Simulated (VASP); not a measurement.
Band structure of GaIn3P4 (ordered alloy cell). Level of theory: PBEsol GGA, VASP's PBE PAW potentials (set 64) (plane waves; VASP 6.6.1).

Unless said otherwise, spin-orbit coupling is left out, though it shifts the bands of the heavy elements here.

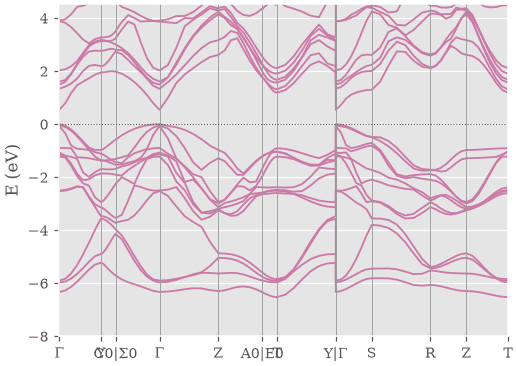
Figure: Bands along high-symmetry lines, zero at the valence-band maximum or, without a gap, the Fermi level

Question: Read the plot: is there a gap, and where are the band edges?

Answer: The gap is direct, 0.54 eV, from the valence maximum at Γ to the conduction minimum at Γ. (Edges off the drawn lines would not show.)

The structure was generated: GaIn3P4 was put into an ordered model structure (Amm2), which need not be its known phase. It was relaxed first.
